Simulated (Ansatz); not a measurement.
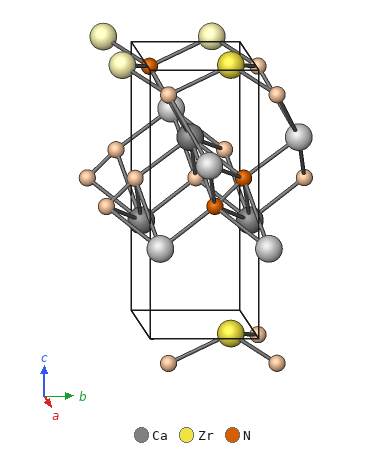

A ball-and-stick rendering, viewed slightly off an axis. The simulation cell is outlined; an atom on or near a face, edge or corner is repeated at each equivalent position. The first bonded neighbours in the surrounding cells are also shown, in fainter colours.

The program read this input:
```yaml
crystal:
  lattice:
    - [3.4398950648, 0.0196853441, -0.0231249439]
    - [1.6975741213, 3.231563429, -0.0219761538]
    - [0.0655236023, 0.9078709171, 8.8436305228]
  atoms:
    - { symbol: Ca, position: [0.1337271789, 0.0688644442, 0.3494985277] }
    - { symbol: Ca, position: [0.432139347, 0.4673930295, 0.6903551183] }
    - { symbol: Zr, position: [0.774996618, 0.7815534711, 0.9958275953] }
    - { symbol: "N", position: [0.7114001949, 0.910379351, 0.5675391987] }
    - { symbol: "N", position: [0.0904386104, 0.151687656, 0.9184547065] }
    - { symbol: "N", position: [0.8572980511, 0.6201220482, 0.4783248537] }
basis:
  ecutwfc: 420
kpoints:
  mp_grid: { grid: [12, 12, 4] }
  band_path:
    path:
      - [[0.0, 0.0, 0.0], [0.5, 0.0, 0.0]]
      - [[0.0, 0.0, 0.5], [0.0, 0.0, 0.0], [0.0, -0.5, 0.0]]
      - [[-0.5, -0.5, -0.5], [0.0, 0.0, 0.0], [0.0, -0.5, -0.5]]
      - [[-0.5, -0.5, 0.0], [0.0, 0.0, 0.0], [0.5, 0.0, -0.5]]
    npoints: 14
hamiltonian:
  xc: pbe
scf:
  occupations: { method: gaussian, width: 0.1 }
  n_extra_bands: 15
output:
  forces: true
  stress: true
  eigenvalues: true
  populations: true
  dos: { projected: true, de: 0.02, nscf_kmesh: { grid: [15, 15, 5] } }
  bader: true
  write_density: true
  write_potential: true
  elf: true
  volumetric_format: npy
```
Run as:
```sh
ansatz run input.yaml --threads 1 --pin off --max-ram 2560MiB --backend cpu --events-out ev --progress --plain --runs-dir out
```

Level of theory and settings: Ansatz, DFT PBE, scalar-relativistic, plane waves, PAW, a cutoff energy of 420 eV, 12×12×4 k-mesh, Gaussian smearing of 0.1 eV, no spin polarisation.

Question: What does a Bader analysis give?

Answer: Ca +1.29 to +1.37 e; Zr +0.99 e; N -1.86 to -0.89 e.

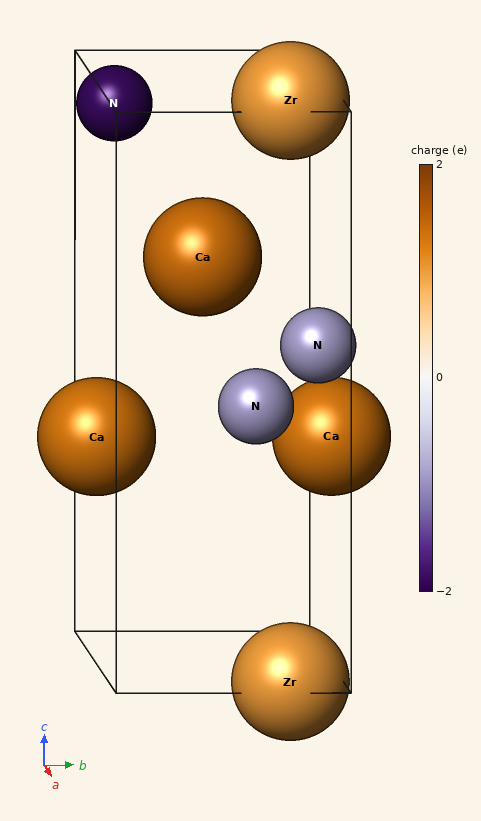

The atoms coloured by those charges.

The cell started as a structure type filled with these elements by a generator (whether the compound takes this form wasn't checked). Earlier steps of the study may have refined or changed the cell and positions. It went into a calculation with Ansatz.
